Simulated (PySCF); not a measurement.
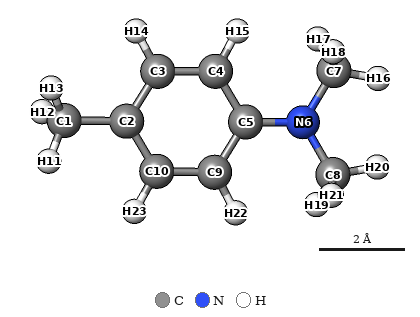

Figure 1. The structure as given in the input (ball-and-stick view, seen at a tilt; atoms are numbered from 1 in the order of the input). Bond lengths as drawn: C–C 1.39 to 1.50 Å, C–H 1.09 to 1.11 Å and C–N 1.38 to 1.44 Å.

## C9H13N: a changed input and its effect

System: C9H13N.
Method of run A: GIAO PBE0/pcSseg-1 NMR shielding, non-relativistic, IEF-PCM tetrahydrofuran (PySCF 2.14.0).

The geometry comes from this level: PBE0-D3(BJ)/def2-SVP. Text and figures count atoms from 1; the logs count them from 0 in places.

### Input, run A
```
{"job": {"kind": "nmr", "xc": "PBE0", "basis": "pcSseg-1", "solvent": "tetrahydrofuran", "pop": false}, "charge": 0, "multiplicity": 1}
C      3.741102     0.810274    -0.112747
C      2.250888     0.690387     0.024141
C      1.605627     0.954688     1.236664
C      0.230488     0.822683     1.385659
C     -0.582605     0.402169     0.311201
N     -1.947266     0.245040     0.457344
C     -2.584769     0.681500     1.669016
C     -2.757474    -0.004726    -0.702726
C      0.062581     0.156021    -0.918341
C      1.440762     0.295026    -1.043705
H      4.041404     0.902065    -1.166829
H      4.258008    -0.073517     0.298957
H      4.127917     1.689459     0.425291
H      2.195640     1.282920     2.097954
H     -0.212910     1.054686     2.353628
H     -3.651561     0.426005     1.630421
H     -2.160377     0.176086     2.552554
H     -2.500590     1.773927     1.837438
H     -2.440808    -0.922380    -1.226154
H     -3.800138    -0.151086    -0.392636
H     -2.732657     0.823924    -1.438572
H     -0.512847    -0.145787    -1.793058
H      1.899335     0.092217    -2.016287
```

The first line tells a small driver script what to run in PySCF; the rest is the geometry in Å.

Hardware: 1 CPU thread, shared host.

### Output (run A)
```
coarse grid: 18896 points
cycle   1  E = -404.8880255917  dE =  1.436e+00  |g| = 4.125e-01  |ddm| = 4.487e+00
cycle   2  E = -404.8892953732  dE = -1.270e-03  |g| = 4.263e-01  |ddm| = 9.201e-01
cycle   3  E = -404.9358881390  dE = -4.659e-02  |g| = 7.885e-02  |ddm| = 4.520e-01
cycle   4  E = -404.9370981334  dE = -1.210e-03  |g| = 3.878e-02  |ddm| = 1.126e-01
cycle   5  E = -404.9374776283  dE = -3.795e-04  |g| = 4.581e-03  |ddm| = 4.105e-02
cycle   6  E = -404.9374815261  dE = -3.898e-06  |g| = 2.071e-03  |ddm| = 4.751e-03
final grid: 181704 points
cycle   7  E = -404.9967336402  dE = -6.161e-05  |g| = 8.982e-03  |ddm| = 6.121e-02
cycle   8  E = -404.9967337128  dE = -7.267e-08  |g| = 9.114e-03  |ddm| = 1.788e-02
cycle   9  E = -404.9967551216  dE = -2.141e-05  |g| = 8.541e-04  |ddm| = 8.556e-03
cycle  10  E = -404.9967552866  dE = -1.650e-07  |g| = 3.396e-04  |ddm| = 1.095e-03
cycle  11  E = -404.9967553158  dE = -2.913e-08  |g| = 9.080e-05  |ddm| = 3.846e-04
cycle  12  E = -404.9967553176  dE = -1.829e-09  |g| = 2.802e-05  |ddm| = 1.013e-04
cycle  13  E = -404.9967553178  dE = -1.805e-10  |g| = 5.394e-06  |ddm| = 2.770e-05
converged SCF energy = -404.9967553178

GIAO shielding tensors (ppm)
atom      isotropic    diamagn.    paramagn.     s11        s22        s33       span
  0 C      163.167     241.706     -78.539    143.009    157.299    189.193     46.183
  1 C       56.314     264.245    -207.931    -44.272     36.967    176.247    220.520
  2 C       49.169     252.502    -203.333    -57.598     42.819    162.287    219.885
  3 C       70.042     257.217    -187.175    -21.647     59.353    172.421    194.068
  4 C       34.120     257.029    -222.909    -39.015     -5.739    147.112    186.127
  5 N      198.592     334.735    -136.143    145.655    185.040    265.082    119.427
  6 C      144.189     243.510     -99.321    119.985    131.197    181.386     61.401
  7 C      144.191     245.610    -101.419    120.024    131.127    181.423     61.399
  8 C       70.617     257.993    -187.376    -20.032     59.623    172.261    192.294
  9 C       49.310     253.324    -204.014    -56.549     45.790    158.690    215.239
 10 H       29.194      27.228       1.966     24.238     28.580     34.765     10.526
 11 H       28.685      26.388       2.297     24.871     26.049     35.136     10.265
 12 H       28.928      26.151       2.777     24.009     27.992     34.782     10.773
 13 H       23.928      32.588      -8.660     19.969     23.648     28.168      8.199
 14 H       24.617      33.997      -9.380     19.450     24.212     30.190     10.740
 15 H       28.406      28.614      -0.208     23.208     27.753     34.257     11.049
 16 H       28.000      29.677      -1.677     23.441     26.038     34.521     11.080
 17 H       28.480      28.478       0.003     24.895     25.350     35.195     10.301
 18 H       28.016      30.848      -2.833     23.493     25.999     34.555     11.062
 19 H       28.405      29.549      -1.143     23.208     27.756     34.253     11.045
 20 H       28.490      29.596      -1.106     24.916     25.371     35.183     10.267
 21 H       24.675      35.214     -10.538     19.532     24.309     30.184     10.652
 22 H       23.996      33.573      -9.577     20.145     23.818     28.023      7.878
```

For run B the input was changed thus:
```diff
-"solvent": "tetrahydrofuran"
-"pop": false
+"solvent": "chloroform"
+"pop": true
```

Predict how the results change.

The total energy of run B is 0.6 kcal/mol higher: the change of the electrostatic solvation energy at this fixed geometry, without cavity or dispersion terms. The dipole moment goes from 2.23 to 2.17 D. Of all shieldings, the largest change is that of N6, by +0.5 ppm. The number of SCF iterations is the same.

### Output (run B)
```
coarse grid: 18896 points
cycle   1  E = -404.8865543490  dE =  1.437e+00  |g| = 4.144e-01  |ddm| = 4.487e+00
cycle   2  E = -404.8870139797  dE = -4.596e-04  |g| = 4.318e-01  |ddm| = 9.415e-01
cycle   3  E = -404.9349080563  dE = -4.789e-02  |g| = 8.056e-02  |ddm| = 4.655e-01
cycle   4  E = -404.9361795134  dE = -1.271e-03  |g| = 3.950e-02  |ddm| = 1.160e-01
cycle   5  E = -404.9365754887  dE = -3.960e-04  |g| = 4.694e-03  |ddm| = 4.229e-02
cycle   6  E = -404.9365795653  dE = -4.077e-06  |g| = 2.156e-03  |ddm| = 4.962e-03
final grid: 181704 points
cycle   7  E = -404.9958388739  dE = -6.135e-05  |g| = 9.027e-03  |ddm| = 6.103e-02
cycle   8  E = -404.9958383927  dE =  4.812e-07  |g| = 9.260e-03  |ddm| = 1.830e-02
cycle   9  E = -404.9958605681  dE = -2.218e-05  |g| = 9.664e-04  |ddm| = 8.910e-03
cycle  10  E = -404.9958607902  dE = -2.220e-07  |g| = 3.375e-04  |ddm| = 1.202e-03
cycle  11  E = -404.9958608190  dE = -2.883e-08  |g| = 9.324e-05  |ddm| = 3.868e-04
cycle  12  E = -404.9958608209  dE = -1.894e-09  |g| = 3.065e-05  |ddm| = 1.051e-04
cycle  13  E = -404.9958608211  dE = -2.090e-10  |g| = 7.112e-06  |ddm| = 3.055e-05
converged SCF energy = -404.9958608211

GIAO shielding tensors (ppm)
atom      isotropic    diamagn.    paramagn.     s11        s22        s33       span
  0 C      163.055     241.728     -78.673    142.836    157.235    189.094     46.259
  1 C       56.303     264.186    -207.883    -44.388     37.098    176.198    220.586
  2 C       49.185     252.503    -203.319    -57.610     43.055    162.109    219.719
  3 C       70.039     257.240    -187.201    -21.747     59.619    172.245    193.992
  4 C       34.190     256.997    -222.807    -39.239     -5.331    147.141    186.381
  5 N      199.127     334.726    -135.599    146.557    184.908    265.916    119.358
  6 C      144.121     243.465     -99.344    119.876    131.152    181.336     61.460
  7 C      144.125     245.559    -101.435    119.916    131.082    181.377     61.461
  8 C       70.600     258.019    -187.419    -20.152     59.869    172.085    192.237
  9 C       49.302     253.327    -204.025    -56.590     46.005    158.491    215.081
 10 H       29.209      27.244       1.965     24.259     28.601     34.767     10.508
 11 H       28.688      26.410       2.278     24.879     26.055     35.129     10.250
 12 H       28.939      26.165       2.774     24.024     28.010     34.782     10.758
 13 H       23.954      32.576      -8.622     20.000     23.658     28.204      8.204
 14 H       24.649      34.012      -9.364     19.487     24.224     30.235     10.748
 15 H       28.445      28.657      -0.212     23.256     27.793     34.286     11.030
 16 H       28.001      29.689      -1.688     23.444     26.043     34.517     11.074
 17 H       28.480      28.482      -0.002     24.898     25.353     35.190     10.291
 18 H       28.017      30.861      -2.844     23.496     26.004     34.552     11.056
 19 H       28.445      29.589      -1.144     23.256     27.797     34.283     11.027
 20 H       28.490      29.598      -1.109     24.919     25.374     35.177     10.258
 21 H       24.706      35.242     -10.537     19.570     24.319     30.229     10.660
 22 H       24.021      33.571      -9.550     20.176     23.827     28.059      7.883
```

### The two runs side by side

| quantity | run A | run B |
| --- | --- | --- |
| outcome | converged | converged |
| total energy (hartree) | −404.996755 | −404.995861 |
| HOMO (eV) | −5.39 | −5.38 |
| LUMO (eV) | −0.06 | −0.03 |
| dipole moment (D) | 2.23 | 2.17 |
| shielding of C1 (ppm) | 163.2 | 163.1 |
| shielding of C5 (ppm) | 34.1 | 34.2 |
| shielding of N6 (ppm) | 198.6 | 199.1 |
| shielding of C7 (ppm) | 144.2 | 144.1 |
| shielding of C8 (ppm) | 144.2 | 144.1 |
| shielding of H16 (ppm) | 28.4 | 28.4 |
| shielding of H20 (ppm) | 28.4 | 28.4 |
| SCF iterations | 13 | 13 |
| basis functions | 235 | 235 |
| wall time (shared host) | 44 s | 52 s |
